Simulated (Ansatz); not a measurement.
**Frequency calculation, with input and output: SnH2Cl4O**

- system: SnH2Cl4O
- method: RKS PBE/def2-SVP (Ansatz 0.2.0)

It belongs to a series of runs on one base structure; here: vibrations at the highest image of the band. Figures and captions count atoms from 1; the log counts them from 0 in places.

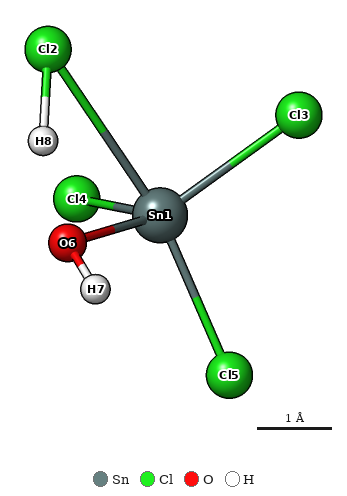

The structure as given in the input (ball-and-stick view, seen at a tilt; atoms are numbered from 1 in the order of the input). Sticks mark near contacts.

### Input
```yaml
crystal:
  periodic: [false, false, false]
  atoms:
    - { symbol: Sn, position_ang: [-0.44032, 0.044412, -0.273765] }
    - { symbol: Cl, position_ang: [-0.285782, 1.008689, 2.456924] }
    - { symbol: Cl, position_ang: [1.724508, -0.789464, 0.093061] }
    - { symbol: Cl, position_ang: [-0.620651, 2.265909, -0.987439] }
    - { symbol: Cl, position_ang: [-1.184235, -1.261825, -2.103204] }
    - { symbol: O, position_ang: [-1.963061, -0.534593, 0.998989] }
    - { symbol: H, position_ang: [-2.260577, -1.457312, 0.853376] }
    - { symbol: H, position_ang: [-1.313482, 0.094485, 2.104657] }
basis:
  gaussian: { orbitals: def2-SVP }
hamiltonian:
  xc: pbe
phonons: {}
```

Launch command:
```bash
ansatz run input.yaml --threads 4 --pin off --max-ram 5120MiB --backend cpu --events-out ev --progress --plain --runs-dir out
```

### What the program printed
```
Engine: ansatz 0.2.0, x86_64-unknown-linux-gnu
Functional definition: PBE
  parameter kappa = 0.804
  parameter beta = 0.06672455060314922
  exchange = pbe_x(kappa = kappa, mu = beta*pi^2/3)
  correlation = pbe_c(beta = beta)
1330 factors; their error is unknown
mean field evaluation 1: about -57959.6342 eV, gradient 5.6e1 eV
mean field evaluation 2: about -57882.6411 eV, gradient 1.7e2 eV
mean field evaluation 4: about -57964.9462 eV, gradient 1.6e1 eV
mean field evaluation 8: about -57965.6437 eV, gradient 2.7e-1 eV
mean field evaluation 16: about -57965.5851 eV, gradient 5.8e-4 eV
mean field -57965.58509186 eV, -2130.1959616412 hartree, gradient 6.5e-5 eV, S^2 0.000000; 0 other end points of the search recorded, 0 dependent functions left out
the calculation of the forces begins
reference -57965.58512829 eV, -2130.1959629800 hartree; 50, 50 occupied and 72, 72 virtual orbitals, 1330 factors
these checks for a lower state are left out or cut short: stability, starts, cluster_reference, orbital_swaps, neighbouring_geometries, increment
1330 factors; their error is unknown
mean field -57965.58501804 eV, -2130.1959589281 hartree, gradient 1.2e-6 eV, S^2 0.000000; 0 other end points of the search recorded, 0 dependent functions left out
[... from here on the field's lines of each further geometry are left out, up to the last ...]
the calculation of the forces begins
reference -57965.58512638 eV, -2130.1959629096 hartree; 50, 50 occupied and 72, 72 virtual orbitals, 1330 factors
these checks for a lower state are left out or cut short: stability, starts, cluster_reference, orbital_swaps, neighbouring_geometries, increment
1330 factors; their error is unknown
mean field -57965.58507401 eV, -2130.1959609850 hartree, gradient 2.5e-6 eV, S^2 0.000000; 0 other end points of the search recorded, 0 dependent functions left out
the calculation of the forces begins
reference -57965.58511043 eV, -2130.1959623236 hartree; 50, 50 occupied and 72, 72 virtual orbitals, 1330 factors
WARN: phonons: modes at or below zero, which the zero-point energy, F, S and C_V leave out: 1, the lowest at -193.53 cm⁻¹. A minimum has none, and a first-order saddle one
Total energy: -57965.58512829 eV, -2130.1959629800 hartree
Atom 0 at    -0.440320     0.044412    -0.273765 Å, force    -0.001526     0.003832     0.007132 eV/Å
Atom 1 at    -0.285782     1.008689     2.456924 Å, force    -0.010146    -0.006378    -0.005207 eV/Å
Atom 2 at     1.724508    -0.789464     0.093061 Å, force     0.000005     0.000323    -0.001633 eV/Å
Atom 3 at    -0.620651     2.265909    -0.987439 Å, force     0.001751     0.000108    -0.000878 eV/Å
Atom 4 at    -1.184235    -1.261825    -2.103204 Å, force    -0.000657    -0.002327     0.000006 eV/Å
Atom 5 at    -1.963061    -0.534593     0.998989 Å, force     0.003747     0.003287    -0.000563 eV/Å
Atom 6 at    -2.260577    -1.457312     0.853376 Å, force    -0.003475    -0.003286    -0.002034 eV/Å
Atom 7 at    -1.313482     0.094485     2.104657 Å, force     0.010301     0.004441     0.003176 eV/Å
Dipole moment:    -0.274586    -0.338838     0.178158 e Å
Vibrations: -193.53 55.44 74.54 102.57 119.14 124.87 127.03 188.88 319.86 340.92 365.13 389.57 548.29 692.38 777.80 1041.24 1632.04 3670.54 cm⁻¹, zero-point energy 0.655271 eV
```

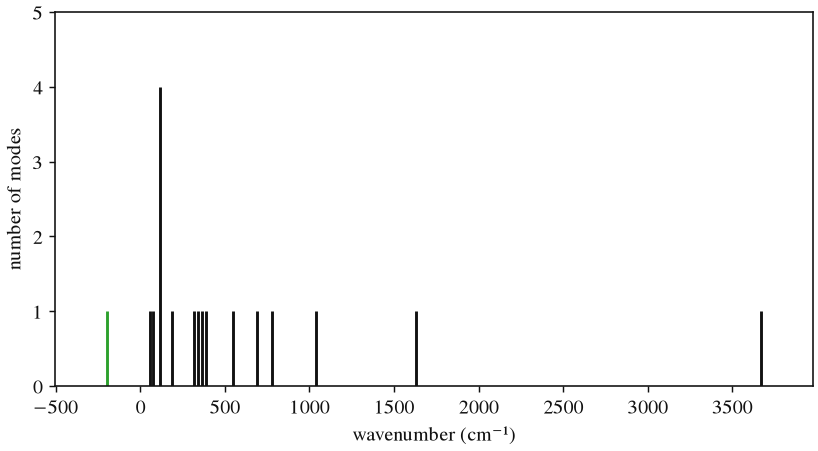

Harmonic vibrational wavenumbers from the force constants; neighbouring modes closer than 18 cm⁻¹ are counted in one stick, and imaginary ones are drawn at negative wavenumbers. 18 modes from 194i to 3671 cm⁻¹, 1 imaginary beyond 8i (194i cm⁻¹): a first-order saddle point, if the geometry is stationary.

### Summary

- outcome: converged
- total energy: −57965.5851 eV
- mean-field energy: −57965.5851 eV
- largest force (length of the vector): 0.013 eV/Å
- hardware: 4 threads of Intel Xeon (Granite Rapids), 32 GiB of memory available, shared host
- wall time: 27 s (CPU time 96 s)
- peak memory: 0.2 GiB
